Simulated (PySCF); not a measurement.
**C$_{3}$H$_{14}$BNSi$_{2}$: density, localisation and related maps**

Input file:

```
{"job": {"kind": "nmr", "xc": "PBE0", "basis": "pcSseg-1"}, "charge": 0, "multiplicity": 1}
B      2.479477     1.157426    -1.016612
Si     1.929501     0.366283     0.658806
Si    -0.218419    -0.553202     0.312222
C     -0.362476    -1.237509    -1.467015
C     -0.657870    -1.929552     1.553689
N     -1.509823     0.595608     0.478188
C     -1.541132     1.828924    -0.272227
H      2.173552     2.251528    -1.307792
H      3.030047     0.534838    -1.843356
H      1.806859     1.299450     1.801946
H      2.791511    -0.691087     1.224794
H     -0.134008    -0.471925    -2.203780
H      0.333811    -2.055522    -1.626461
H     -1.361035    -1.609224    -1.677963
H     -0.538636    -1.592781     2.578238
H     -0.004077    -2.783611     1.414965
H     -1.680637    -2.271762     1.431004
H     -1.886128     0.728466     1.405740
H     -0.885379     2.598958     0.151417
H     -2.558715     2.222178    -0.305763
H     -1.215346     1.629457    -1.290510
```

Launched as:

```sh
OMP_NUM_THREADS=1 python probes_run.py task.json out
```

Geometry: GFN2-xTB.

Theory: PySCF 2.14.0, PBE0/pcSseg-1, SCF density, gas phase, non-relativistic.

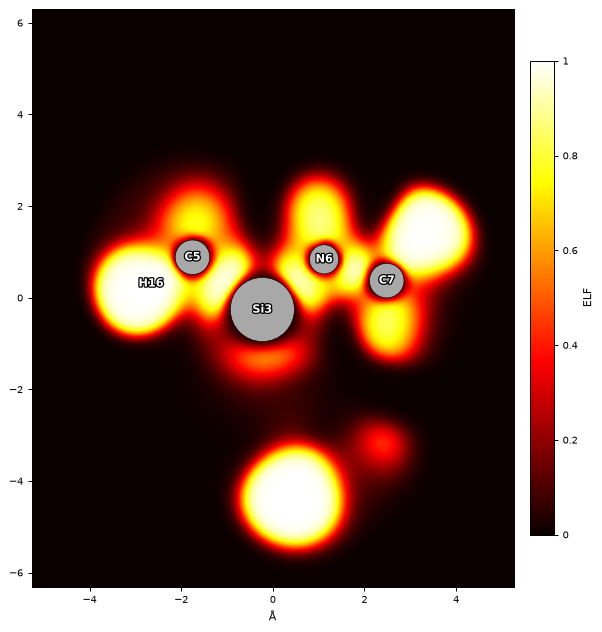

Figure 1. Electron localisation function on the plane of atoms Si3, N6 and C7. Grey discs cover the atomic cores.

Describe what can be read from this map.

The plane passes through Si, C, N and H nuclei.
C–N (1.44 Å): the ELF peaks at about 0.90 between the atoms; localised, covalent bonding.
Si–N (1.74 Å): the ELF peaks at about 0.90 between the atoms, as expected for a shared but strongly polarised pair.
C–Si (1.90 Å): the ELF peaks at about 0.95 between the atoms (a covalent bond).
C–H (1.08 Å): the ELF climbs to about 1 towards the hydrogen, as it does in any bond to H (a covalent bond by its length).

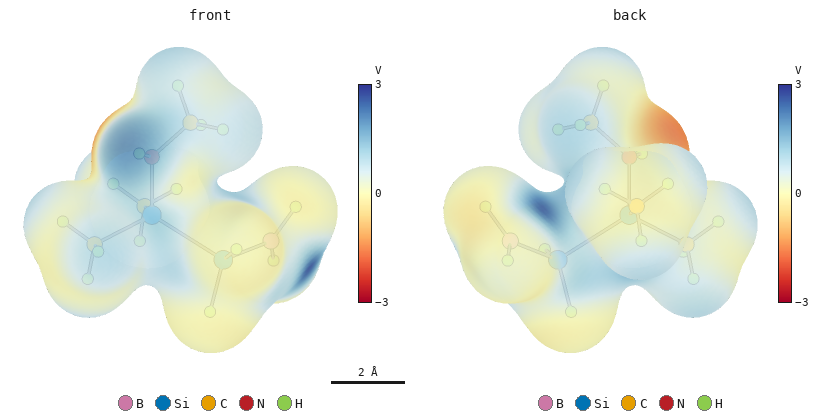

Figure 2. The electrostatic potential painted on the density surface at 0.004 e/bohr³, seen from the front and from behind; red is negative and blue positive.

Describe the electrostatic potential map.

The most negative region (about −1.5 V, or −35 kcal/mol for a unit charge) lies over N6, the most positive (about +2.4 V, or +55 kcal/mol for a unit charge) over B1. N6 is the likeliest acceptor of a hydrogen bond.

How polar is the molecule by this calculation?

Its dipole moment is 1.10 D.
